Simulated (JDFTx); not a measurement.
ZrSi2(010) slab cut from bulk ZrSi2 (space group Cmcm, indices of the conventional cell, lattice of the Materials Project entry mp-1515, not re-optimised): 12 atoms in 10 planes, a 1x1 cell of 13.53 Å² (|a| = 3.673, |b| = 3.683 Å), 12.8 Å between the outermost planes, Si outermost, slab composition Zr4Si8, cell height 29.3 Å, 6×6×1 k mesh, Fermi smearing 0.01 Ha, no spin polarisation. Whether this polymorph is the ambient one wasn't checked. Neither spin polarisation nor a larger cell was tried.

Computed with JDFTx (a modified build): PBE, GBRV ultrasoft potentials, plane waves to 20/100 Ha. Liquid on both sides: linear PCM (GLSSA13), water, 1 M NaCl; nuclei fixed. Potentials refer to SHE, placed 4.44 V below the bulk liquid's zero by convention.

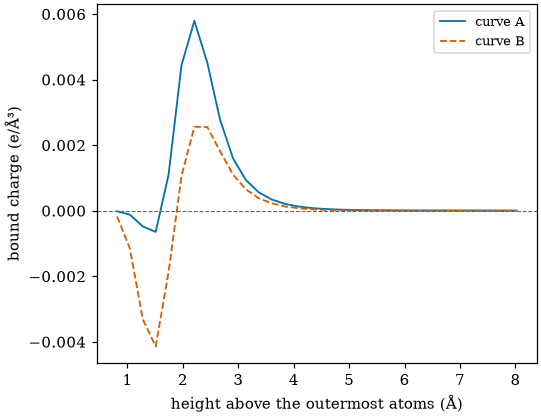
Plane-averaged bound charge of the liquid for two states of the electrode

Q: One curve is the neutral slab. Which, and what is the sign of the other's charge?

A: Curve B is neutral (potential of zero charge, -0.69 V). Curve A is negatively charged, -8.0 μC/cm² at -1.04 V.
